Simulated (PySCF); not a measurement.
# TiF₃⁺: singlet, from a trigonal pyramidal start

Where does singlet TiF₃⁺ go from a trigonal pyramidal start, is the end point a minimum, and what are its modes, charges and moments?

The runs use PySCF 2.14.0; PBE0, basis Ti def2-TZVP, F def2-TZVP, no relativity, density fitting.

### Step 1. Starting geometry

4 atoms, charge 1, spin multiplicity 1.

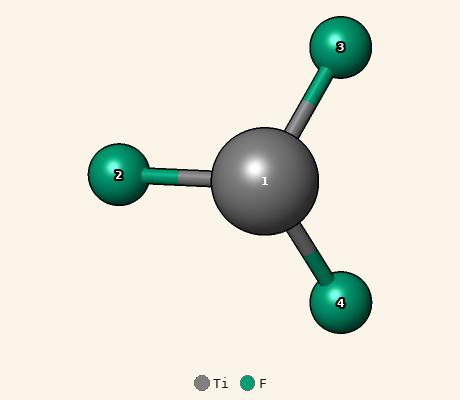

The starting geometry (titanium grey, fluorine teal); atoms are numbered from 1 in the order of the file.

```xyz
4
charge 1 multiplicity 1
Ti    0.0000    0.0000    0.0000
F     1.7306    0.0000    0.9202
F    -0.8653    1.4987    0.9202
F    -0.8653   -1.4987    0.9202
```

### Step 2. First SCF at the start

The steps below are one call of a driver around PySCF. For each, scf.py gives the equivalent set-up of the SCF; relaxations use the driver's own optimiser. After this first run the driver tries any further starts and a stability analysis.

scf.py reads:

```python
from pyscf import gto, scf, dft
mol = gto.M(atom='''
Ti     0.000000     0.000000     0.000000
F      1.730600     0.000000     0.920200
F     -0.865300     1.498700     0.920200
F     -0.865300    -1.498700     0.920200''',
    basis={'Ti': 'def2-TZVP', 'F': 'def2-TZVP'},
    charge=1, spin=0)
mf = dft.RKS(mol, xc='PBE0')
mf.grids.atom_grid = (50, 194)
aux = {'Ti': 'def2-universal-JKFIT', 'F': 'def2-universal-JKFIT'}
mf = mf.density_fit(auxbasis=aux)
mf.conv_tol = 1e-08
mf.diis_space = 10
mf.max_cycle = 60
mf.init_guess = 'minao'
mf.verbose = 4
mf.kernel()
```

The run is started by

```sh
$ OMP_NUM_THREADS=4 python axn.py task.json out
```

Output, cut to the lines that bear on the results:

```text
[... the frontier levels of the middle cycles are left out ...]
init E= -1148.23886637372
  HOMO = -0.522926490814993  LUMO = -0.132957817549954  gap/eV = 10.61159
cycle= 1 E= -1147.70805855462  delta_E= 0.531  |g|= 1.59  |ddm|= 2.01
  HOMO = -0.516163368793403  LUMO = -0.470170689427194  gap/eV = 1.25152
cycle= 2 E= -1114.83274898367  delta_E= 32.9  |g|= 12.6  |ddm|= 5.21
  HOMO = -0.559553046539064  LUMO = -0.557904361573523  gap/eV = 0.04486
cycle= 3 E= -1137.96387627219  delta_E= -23.1  |g|= 8.73  |ddm|= 3.65
cycle= 4 E= -1141.39641623846  delta_E= -3.43  |g|= 7.37  |ddm|= 0.453
cycle= 5 E= -1146.83688009143  delta_E= -5.44  |g|= 3.39  |ddm|= 1.02
cycle= 6 E= -1148.25864956932  delta_E= -1.42  |g|= 0.859  |ddm|= 0.851
cycle= 7 E= -1148.36996658228  delta_E= -0.111  |g|= 0.302  |ddm|= 0.39
cycle= 8 E= -1148.38603677486  delta_E= -0.0161  |g|= 0.0248  |ddm|= 0.124
cycle= 9 E= -1148.38607984881  delta_E= -4.31e-05  |g|= 0.0192  |ddm|= 0.0189
cycle= 10 E= -1148.38614847244  delta_E= -6.86e-05  |g|= 0.00401  |ddm|= 0.00743
cycle= 11 E= -1148.38615215875  delta_E= -3.69e-06  |g|= 0.00111  |ddm|= 0.00289
cycle= 12 E= -1148.38615245263  delta_E= -2.94e-07  |g|= 0.000448  |ddm|= 0.000944
cycle= 13 E= -1148.38615249528  delta_E= -4.26e-08  |g|= 7.66e-05  |ddm|= 0.000262
cycle= 14 E= -1148.38615249644  delta_E= -1.16e-09  |g|= 2.39e-05  |ddm|= 4.6e-05
  HOMO = -0.659651813531275  LUMO = -0.469776643163217  gap/eV = 5.16677
Extra cycle  E= -1148.38615249422  delta_E= 2.22e-09  |g|= 0.000114  |ddm|= 5.34e-05
converged SCF energy = -1148.38615249422
```

This step, with its further starts and checks, needed 11 s of wall time on 4 threads of Arm Neoverse V2, shared host.

Energies from each starting density:

```csv
start,energy (Eh)
the minimal-basis guess,-1148.386152
a thermally smeared density,-1148.386152
a smeared PBE density,-1148.386152
```

No lower closed-shell solution turned up from the other starts or in the test of internal stability.

### Step 3. Relaxation: trigonal pyramidal start, singlet

The program finds C3v symmetry in the start, which this walk keeps. The walk stops when the largest gradient is under 0.0003 Eh/bohr and the energy has settled too.

scf.py, as its differences from that of step 2:

```diff
@@ -3,4 +3,4 @@
-Ti     0.000000     0.000000     0.000000
-F      1.730600     0.000000     0.920200
-F     -0.865300     1.498700     0.920200
-F     -0.865300    -1.498700     0.920200''',
+Ti     0.000000     0.000000    -0.499766
+F      1.730575     0.000000     0.420434
+F     -0.865287     1.498722     0.420434
+F     -0.865287    -1.498722     0.420434''',
@@ -16 +15,0 @@
-mf.init_guess = 'minao'
```

Energy and gradient, step by step:

```csv
step,energy (Eh),change (kJ/mol),largest symmetric gradient (Eh/bohr)
0,-1148.386152,0.00,0.18069
1,-1148.488194,-267.91,0.08450
2,-1148.491284,-276.02,0.07852
3,-1148.507035,-317.38,0.01598
4,-1148.507706,-319.14,0.00610
5,-1148.507942,-319.76,0.00146
6,-1148.508006,-319.93,0.00059
7,-1148.508014,-319.95,0.00025
8,-1148.508014,-319.95,0.00005
```

The walk took 12 s.

Positions (Å) and forces (eV/Å) along the way:

```
step 0
Ti   0.000   0.000  -0.500  -0.020   0.000   9.291
F    1.731   0.000   0.420  -4.914   0.000  -3.085
F   -0.865   1.499   0.420   2.467  -4.266  -3.103
F   -0.865  -1.499   0.420   2.467   4.266  -3.103
step 1
Ti   0.000   0.000  -0.328  -0.050   0.000   4.345
F    1.639   0.000   0.363  -2.816   0.000  -1.489
F   -0.819   1.419   0.363   1.433  -2.456  -1.428
F   -0.819  -1.419   0.363   1.433   2.456  -1.428
step 4
Ti   0.000   0.000  -0.218  -0.031   0.000   0.314
F    1.599   0.000   0.327  -0.096   0.000  -0.109
F   -0.800   1.385   0.327   0.064  -0.088  -0.102
F   -0.800  -1.385   0.327   0.064   0.088  -0.102
step 8
Ti   0.000   0.000  -0.152   0.005   0.000   0.003
F    1.625   0.000   0.305  -0.003   0.000   0.018
F   -0.812   1.407   0.305  -0.001  -0.004  -0.010
F   -0.812  -1.407   0.305  -0.001   0.004  -0.010
```

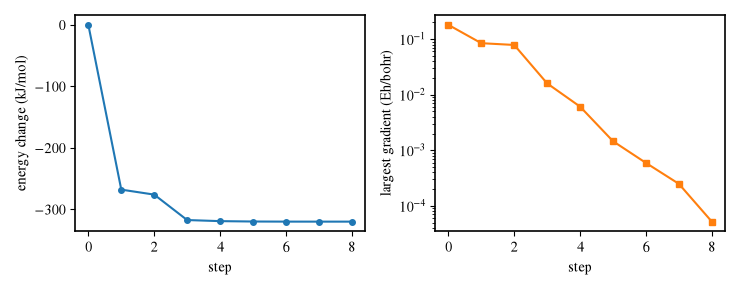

How energy and gradient fall.

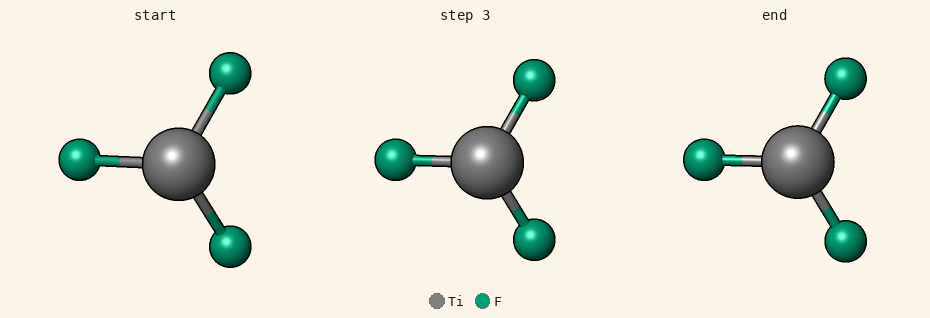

The geometry along the walk, at one scale.

After 8 steps and 319.9 kJ/mol it ends at C3v: Ti–F 1.688 Å (×3); F–Ti–F 113.0° (×3).

### Step 4. Is it a minimum? Harmonic modes

On the finer grid the gradient is checked again; gradients at displacements of ±0.02 bohr then give force constants and infrared intensities.

scf.py, as its differences from that of step 3:

```diff
@@ -3,4 +3,4 @@
-Ti     0.000000     0.000000    -0.499766
-F      1.730575     0.000000     0.420434
-F     -0.865287     1.498722     0.420434
-F     -0.865287    -1.498722     0.420434''',
+Ti    -0.000000    -0.000000    -0.257185
+F      1.620794     0.000000     0.211745
+F     -0.810397     1.403649     0.211745
+F     -0.810397    -1.403649     0.211745''',
@@ -10 +10 @@
-mf.grids.atom_grid = (50, 194)
+mf.grids.atom_grid = (75, 302)
@@ -13 +13 @@
-mf.conv_tol = 1e-08
+mf.conv_tol = 1e-10
```

The driver hands on the density of the step before, so the log starts near convergence.

SCF at the final geometry:

```text
init E= -1148.50822428693
  HOMO = -0.70735543631539  LUMO = -0.414002560787237  gap/eV = 7.98254
cycle= 1 E= -1148.50822428693  delta_E= -4.55e-13  |g|= 2.24e-06  |ddm|= 1.32e-06
  HOMO = -0.707355636570656  LUMO = -0.414001908003653  gap/eV = 7.98256
Extra cycle  E= -1148.50822428693  delta_E= 5.68e-12  |g|= 6.91e-06  |ddm|= 3.57e-06
converged SCF energy = -1148.50822428693
```

The whole step took 23 s.

Geometry: C3v; Ti–F 1.687 Å (×3); F–Ti–F 112.6° (×3).

Modes, for the most abundant isotopes:

| symmetry | ω (cm⁻¹) | IR (km/mol) | μ (u) | type |
| --- | --- | --- | --- | --- |
| a1 | 165 | 69.8 | 26.02 | bend |
| e | 220 | 17.8 | 20.59 | bend |
| a1 | 832 | 20.8 | 20.17 | stretch |
| e | 914 | 534 | 24.59 | stretch |

Every mode is real; the point is a minimum.

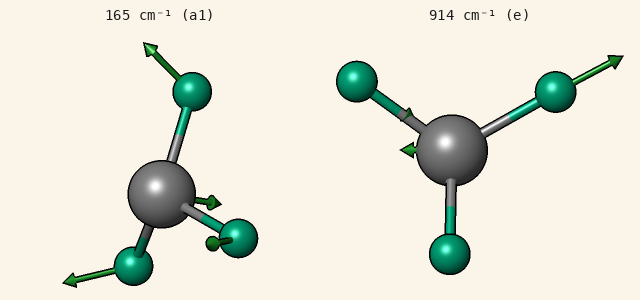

How the atoms move in 2 of the modes.

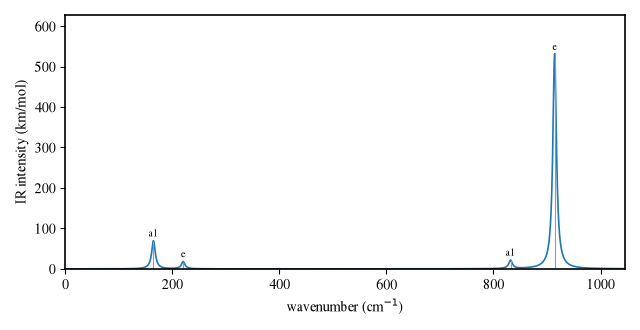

The harmonic infrared spectrum (widths in cm⁻¹). Lines are broadened to a width of 8 cm⁻¹ (Lorentzian).

Properties at this point:

| Property | Result |
| --- | --- |
| Dipole moment about the centre of mass | 3.63 D |
| Highest occupied level | -19.25 eV |
| Lowest empty level | -11.27 eV |
| Rotational constants | 0.2092, 0.2092, 0.1126 cm⁻¹ |
| Zero-point energy | 19.5 kJ/mol |
| Principal polarisabilities | 13.3, 27.6, 27.6 bohr³ |
| Principal traceless quadrupole moments about the centre of mass | -3.13, -3.13, 6.27 D Å |
| Entropy at 298.15 K and 1 bar | 292.3 J/(mol K) |
| Heat capacity Cp at 298.15 K | 62.8 J/(mol K) |
| Enthalpy at 298.15 K above 0 K | 14.77 kJ/mol |
| Rotational symmetry number | 3 |

Charges (e) and bond orders:

| atom | Mulliken | Löwdin | polar tensor | Mayer order to Ti1 |
| --- | --- | --- | --- | --- |
| Ti1 | 1.82 | 1.04 | 2.69 | – |
| F2,3,4 | -0.27 | -0.01 | -0.56 | 1.18 |

Mulliken populations on Ti1: s 6.05, p 12.18, d 1.87, f 0.08.

### Step 5. Would spin polarisation lower it?

At the lowest minimum the closed shell is tested against spin polarisation, on the (50, 194) grid. It is stable.

### Step 6. Outcome

```
                            quantity                                  value
                             minimum                           singlet, C3v
                            geometry  Ti–F 1.687 Å (×3); F–Ti–F 112.6° (×3)
                  wavenumbers (cm⁻¹)   165 (a1), 220 (e), 832 (a1), 914 (e)
      dipole moment (centre of mass)                                 3.63 D
highest occupied, lowest empty level                      -19.25, -11.27 eV
          polar-tensor charge of Ti1                                +2.69 e
                   zero-point energy                            19.5 kJ/mol
                 entropy at 298.15 K                        292.3 J/(mol K)
```

What this shows: The molecule stays C3v, as typed, and the end point is a minimum. The strongest infrared band lies at 914 cm⁻¹ (e, stretch). Only this shape and spin were tried, so other structures or states may lie lower.

The search up to here needed 50 s of wall time on 4 threads of Arm Neoverse V2, shared host.
